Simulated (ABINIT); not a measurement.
# CsGeCl3 (R3m): G0W0 with ABINIT, start to end, part 3 of 3

How does a plane-wave GW calculation on CsGeCl3 (R3m) run from the first input to the gap?

ABINIT 10.8.3; LDA and many-body steps on it, plane waves. Known limits of the many-body steps: not at the basis limit; no spin-orbit coupling; coarse k mesh.

So far. Step 4 (Empty states on the mesh, 2×2×2 mesh, 192 bands): On this mesh the gap is 1.977 eV. Step 5 (Screening, 2×2×2 mesh, 176 bands, screening to 130.6 eV): Local fields lower ε∞ by 18 %. On a Γ-centred mesh this coarse the value itself is usually too large, while a short band sum pulls it down.

## Step 6: Self-energy, 2×2×2 mesh, 176 bands, screening to 130.6 eV

The self-energy is evaluated for the states that the input lists, and the levels follow from it, in one-shot runs by the linearised quasiparticle equation.

This step: G0W0 on LDA, plane waves, norm-conserving pseudopotentials.

run.abi reads:

```
acell 3*1.0 Angstrom
rprim 
  3.846816390705 2.220960478697 3.178300533600
  -3.846816390705 2.220960478697 3.178300533600
  0.000000000000 -4.441920957394 3.178300533600
ntypat 3
znucl 55 32 17
natom 5
typat 1 2 3 3 3
xred 
  0.998403350000 0.998403350000 0.998403350000
  0.515533150000 0.515533150000 0.515533150000
  0.496712670000 0.496712670000 0.948638170000
  0.496712670000 0.948638170000 0.496712670000
  0.948638170000 0.496712670000 0.496712670000
pp_dirpath "pseudos"
pseudos "Cs.upf, Ge.upf, Cl.upf"
ecut 56
ngkpt 2 2 2
nshiftk 1
shiftk 0 0 0
kptopt 1
chksymbreak 0
istwfk *1
occopt 1
irdwfk 1
optdriver 4
nband 176
gwcalctyp 0
ecutsigx 56
symsigma 1
nkptgw 2
kptgw 
  0.5000000000 0.5000000000 0.5000000000
  0.0000000000 0.0000000000 0.0000000000
bdgw 
  25 28
  24 29
ecuteps 4.8
irdscr 1
ppmodel 1
indata_prefix "in"
outdata_prefix "out"
tmpdata_prefix "tmp"
```

On the command line:

```sh
> OMP_NUM_THREADS=1 mpirun -n 8 abinit run.abi > log
```

Numbers of over 12 decimals in the logs are rounded to 6 here.

Log:

```text
.Version 10.8.3 of ABINIT. v10.8.2 released Aug 2026.

 Symmetries : space group R3 m (#160); Bravais hR (rhombohedral)
[... echo of the input left out ...]
== DATASET  1 ==================================================================
-   mpi_nproc: 8, omp_nthreads: 1 (-1 if OMP is not activated)

--- !DatasetInfo
iteration_state: {dtset: 1, }
dimensions: {natom: 5, nkpt: 4, mband: 176, nsppol: 1, nspinor: 1, nspden: 1, mpw: 22041, }
cutoff_energies: {ecut:  56.0, pawecutdg:  -1.0, }
electrons: {nelect:   5.20000000E+01, charge:   0.00000000E+00, occopt:   1.00000000E+00, tsmear:   1.00000000E-02, }

 SIGMA: Calculation of the GW corrections

 Based on a program developped by R.W. Godby, V. Olevano, G. Onida, and L. Reining.
 Incorporated in ABINIT by V. Olevano, G.-M. Rignanese, and M. Torrent.
.Using double precision arithmetic ; gwpc =  8

[... cell and pseudopotentials left out ...]
--------------------------------------------------------------------------------

 ==== K-mesh for the wavefunctions ====
 Number of points in the irreducible wedge :     4
[... list of points left out ...]
 Together with  6 symmetry operations and time-reversal symmetry
 yields     8 points in the full Brillouin Zone.

 ==== Q-mesh for screening function ====
 Number of points in the irreducible wedge :     4
[... list of points left out ...]
 Together with  6 symmetry operations and time-reversal symmetry
 yields     8 points in the full Brillouin Zone.

 vcoul_init : cutoff-mode = AUXILIARY_FUNCTION
 q-points for optical limit:   1
     1)      0.000010    0.000020    0.000030
 setmesh: FFT mesh size selected  =    72x   72x   72
          total number of points  =       373248

 Number of electrons calculated from density =   52.0000; Expected =   52.0000
 average of density, n =  0.047295
 r_s =    1.7154
 omega_plasma =   20.9780 [eV]

 === KS Band Gaps ===
  >>>> For spin  1
   Minimum direct gap =   1.9771 [eV], located at k-point      :   0.5000  0.5000  0.5000
   Fundamental gap    =   1.9771 [eV], Top of valence bands at :   0.5000  0.5000  0.5000
                                       Bottom of conduction at :   0.5000  0.5000  0.5000
 SIGMA fundamental parameters:
 PLASMON POLE MODEL  1
 number of plane-waves for SigmaX                22041
 number of plane-waves for SigmaC and W            527
 number of plane-waves for wavefunctions         22041
 number of bands                                   176
 number of independent spin polarizations            1
 number of spinorial components                      1
 number of k-points in IBZ                           4
 number of q-points in IBZ                           4
 number of symmetry operations                       6
 number of k-points in BZ                            8
 number of q-points in BZ                            8
 number of frequencies for dSigma/dE                 9
 frequency step for dSigma/dE [eV]                0.25
 number of omega for Sigma on real axis              0
 max omega for Sigma on real axis  [eV]           0.00
 zcut for avoiding poles [eV]                     0.10

 EPSILON^-1 parameters (SCR file):
 dimension of the eps^-1 matrix on file            527
 dimension of the eps^-1 matrix used               527
 number of plane-waves for wavefunctions         22041
 number of bands                                   176
 number of q-points in IBZ                           4
 number of frequencies                               2
 number of real frequencies                          1
 number of imag frequencies                          1

 matrix elements of self-energy operator (all in [eV])

 Perturbative Calculation

--- !SelfEnergy_ee
iteration_state: {dtset: 1, }
kpoint     : [   0.500,    0.500,    0.500, ]
spin       : 1
KS_gap     :    1.977
QP_gap     :    3.621
Delta_QP_KS:    1.644
data: !SigmaeeData |
     Band     E0 <VxcDFT>   SigX SigC(E0)      Z dSigC/dE  Sig(E)    E-E0       E
       25  -0.190 -14.219 -18.514   2.995   0.772  -0.296 -15.222  -1.004  -1.194
       26   1.959 -14.764 -16.833   1.522   0.787  -0.270 -15.194  -0.431   1.528
       27   3.936 -11.282  -6.604  -3.177   0.808  -0.238 -10.069   1.213   5.149
       28   3.936 -11.282  -6.604  -3.177   0.808  -0.238 -10.069   1.213   5.149

--- !SelfEnergy_ee
iteration_state: {dtset: 1, }
kpoint     : [   0.000,    0.000,    0.000, ]
spin       : 1
KS_gap     :    5.520
QP_gap     :    7.241
Delta_QP_KS:    1.721
data: !SigmaeeData |
     Band     E0 <VxcDFT>   SigX SigC(E0)      Z dSigC/dE  Sig(E)    E-E0       E
       24  -0.526 -14.055 -18.275   2.953   0.772  -0.295 -15.034  -0.979  -1.505
       25  -0.526 -14.055 -18.275   2.953   0.772  -0.295 -15.034  -0.979  -1.505
       26  -0.340 -13.977 -17.781   2.668   0.774  -0.292 -14.856  -0.879  -1.219
       27   5.180  -7.348  -3.022  -3.323   0.839  -0.192  -6.506   0.842   6.022
       28   6.059  -7.267  -2.987  -3.213   0.841  -0.189  -6.370   0.897   6.956
       29   6.059  -7.267  -2.987  -3.213   0.841  -0.189  -6.370   0.897   6.956

== END DATASET(S) ==============================================================
================================================================================

 -outvars: echo values of variables after computation  --------
           etotal      0.0000000000E+00
            nband         176
             nkpt           4
          spgroup         160
 [... the other variables as echoed above ...]

 Calculation completed.
```

Run time: 15 s. Hardware: 8 MPI ranks of Arm Neoverse V2, shared host; peak memory 2.9 GiB; 2 min of CPU time.

Numbers from this step:

* G0W0 gap on the points computed: 3.621 eV
* starting gap on the mesh: 1.977 eV
* k of the valence top: 0.5, 0.5, 0.5
* k of the conduction bottom: 0.5, 0.5, 0.5
* Z at the valence top: 0.787
* Z at the conduction bottom: 0.808
* least direct G0W0 gap on the computed points: 3.621 eV

The gap on the mesh goes from 1.98 eV to 3.62 eV, a correction of +1.64 eV.

Limits: finite bands, cutoff and mesh; no spin-orbit coupling; coarse k mesh. v1 is the top filled band, c1 the lowest empty one. The levels before and after the correction (eV, zero at the valence-band top of each column):

```csv
,conduction bottom,valence top
Kohn-Sham,1.98,0.00
G0W0,3.62,0.00
```

```csv
,level,energy (eV)
Kohn-Sham,(0.5 0.5 0.5) v2,-2.149
Kohn-Sham,(0.5 0.5 0.5) v1,0.000
Kohn-Sham,(0.5 0.5 0.5) c1-c2,1.977
G0W0,(0.5 0.5 0.5) v2,-2.722
G0W0,(0.5 0.5 0.5) v1,0.000
G0W0,(0.5 0.5 0.5) c1-c2,3.621
```

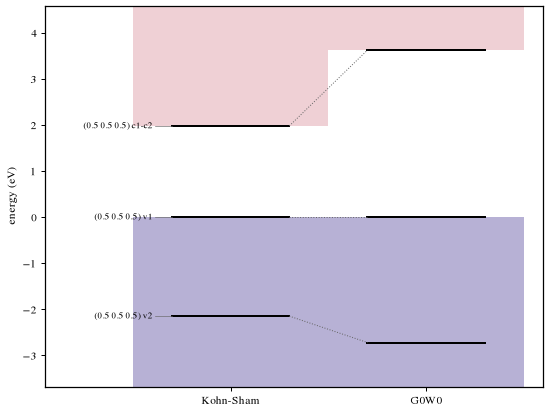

Levels before and after the correction. Shaded: valence and conduction bands.

## Step 7: Where the time went

Times are wall times on 8 MPI ranks of Arm Neoverse V2, shared host, good to a factor of about two.

```csv
step,time,share,memory (GiB)
ground state,90 s,19 %,1.3
bands along the symmetry lines,2.7 min,33 %,1.5
empty states on the mesh,2.7 min,34 %,1.1
screening,53 s,11 %,4.8
self-energy,15 s,3 %,2.9
```

## Step 8: What came out

| Property | Result |
| --- | --- |
| LDA gap | 1.98 eV, indirect (only 2 meV under the direct gap) |
| G0W0 gap on the mesh | 3.62 eV |
| GW settings | 2×2×2 mesh, 176 bands, screening to 130.6 eV, Godby-Needs plasmon pole |
| known limits | not at the basis limit; no spin-orbit coupling; coarse k mesh |

G0W0 moves the gap on the mesh from 1.98 eV to 3.62 eV (+1.64 eV), with Z of 0.79 and 0.81 at the edges. Local fields lower the RPA ε∞ on this mesh from 7.23 to 5.96; a Γ-centred mesh this coarse tends to raise both, most where the direct gap is narrow, while a short band sum lowers them. Only 2 of the mesh's irreducible points were corrected, so a valley elsewhere could overtake. Bands and cutoff are finite, so the gap is not at the basis limit. The miss can reach some tenths of an eV and take either sign; the mesh is an error of its own. In the G0W0 run levels were corrected at 2 k points alone, so a gap called «on the mesh» is the least over those, and an edge elsewhere would be missed. The 2×2×2 mesh is coarse for this cell, which bears on the long-range parts of exchange and screening. The many-body steps are scalar-relativistic: spin-orbit coupling is not in them.

[Paths, hosts, dates, memory and timing lines, banners, echoed tables and standing remarks are left out of the program output.]

[Logs are printed without paths, hosts, clocks, repeated set-up lines and the standing remarks that a program may print on its own settings, such as how far it seeks lower states.]

[Runs of the session that timed out or met a known fault of the program may be left out.]

[Hosts, paths, dates, database ids (printed as entryN), source tags and the programs' standing remarks are cut or masked in the printed files.]

[G0W0 gaps are taken among the corrected bands and points alone; a level outside them can change the order at an edge.]

[Where Ansatz stands beside ABINIT at settings called matched, ABINIT's density can come from a denser mesh and the files from another edition; pairs whose starting gaps differed by over 0.03 eV were left out, so agreement reads better than it is.]
